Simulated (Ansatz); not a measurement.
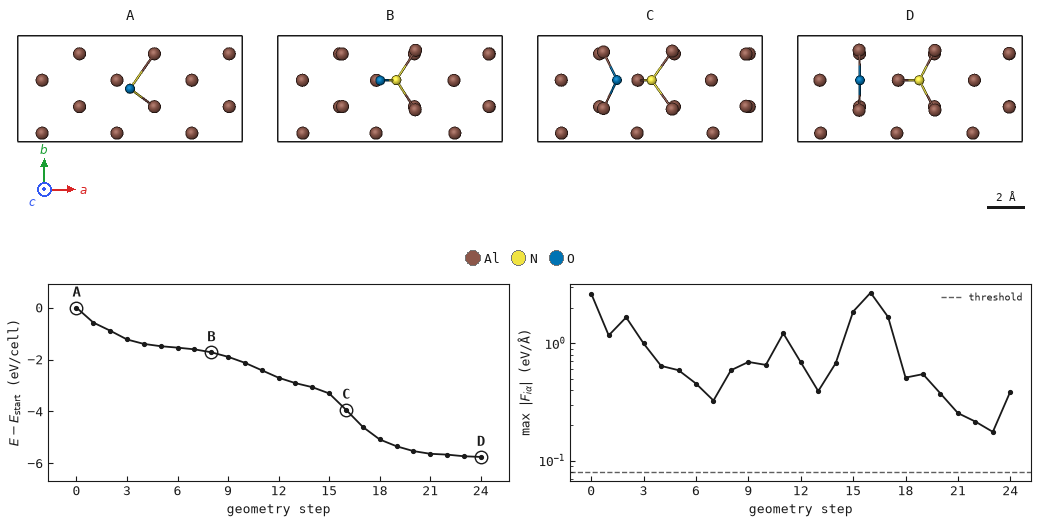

Frames of a constrained relaxation of a slab of composition Al₁₈NO, marked on the history of the run. Style: ball-and-stick. Shown: the cell of the calculation, outlined in the plane, without the vacuum (origin shifted), along the c axis.

It is NO on Al(110), set down by a guess. The run prepares the start of a later molecular dynamics calculation, from a guessed geometry. 6 atoms are held fixed.

These are results of DFT PBE, scalar-relativistic, plane waves, PAW (Ansatz), not measurements. Settings: plane-wave cutoff 420 eV; k-point mesh 1 × 2 × 1; occupations fermi dirac; smearing width 0.15 eV; no spin polarisation; atoms relaxed in a fixed cell; force threshold 0.08 eV/Å; at most 25 steps.

What happens along the run?

Answer. The relaxation stopped without meeting its thresholds, so the last structure isn't shown to be converged. It used up its limit of 25 steps. The atom that moves furthest is the O atom (3.16 Å at 60° to the normal (−c side)). By element the largest moves are O 3.16 Å, N 1.29 Å, Al 0.30 Å. The lattice vectors keep their values. Among the contacts that change: Al–O 4.028 → 1.749 Å, N–O 1.180 → 3.280 Å, Al–O 3.687 → 1.749 Å, Al–N 2.668 → 1.869 Å. New bonds form: Al–N (2.67 → 1.87 Å), Al–O (3.69 → 1.75 Å), Al–O (4.03 → 1.75 Å). Bonds break: N–O (1.18 → 3.28 Å). The energy falls by 5.754 eV per cell of the calculation in 24 geometry steps. The largest force component goes from 2.6 to 0.39 eV/Å. From step 0 to 8: the O atom moves most (1.10 Å), energy −1.720 eV per cell of the calculation. From step 8 to 16: the O atom moves most (1.53 Å), energy −2.217 eV per cell of the calculation. From step 16 to 24: the O atom moves most (0.93 Å), energy −1.817 eV per cell of the calculation.

```
step  E − E(0), meV/atom  largest force component, eV/Å
   0                0.00                         2.6432
   1              -28.76                         1.1656
   2              -44.40                         1.6607
   3              -61.34                         0.9940
   4              -69.90                         0.6401
   5              -74.31                         0.5883
   6              -77.08                         0.4525
   7              -80.36                         0.3244
   8              -86.02                         0.5877
   9              -94.77                         0.6918
  10             -106.33                         0.6530
  11             -120.69                         1.2124
  12             -135.08                         0.6877
  13             -145.52                         0.3901
  14             -153.27                         0.6750
  15             -165.31                         1.8595
  16             -196.86                         2.6929
  17             -229.93                         1.6734
  18             -254.01                         0.5088
  19             -267.17                         0.5447
  20             -276.42                         0.3724
  21             -281.63                         0.2535
  22             -283.23                         0.2146
  23             -286.36                         0.1754
  24             -287.70                         0.3864
```

Limits of the set-up: the periodic images lie only 5.7 Å apart, so the values are limited by the cell's size.
